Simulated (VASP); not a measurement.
Shape and ions are relaxed at each volume.

Energy against volume of SnO₂ (rutile). Level of theory: PW91 GGA, VASP's PBE PAW potentials (set 64) (plane waves; VASP).

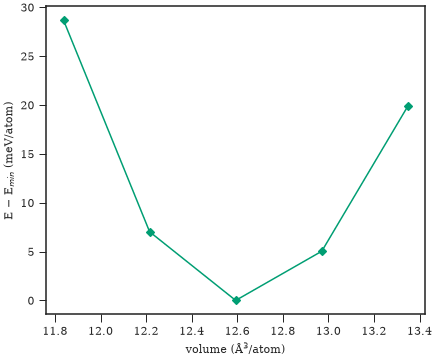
*Energy against volume*

Q: Estimate the equilibrium volume and the bulk modulus.

A: The minimum lies near 12.6 Å³/atom, and the curvature gives B0 of about 170 GPa.

The compound is SnO2 in the rutile structure. It was relaxed first, which changed the volume by +6 %.
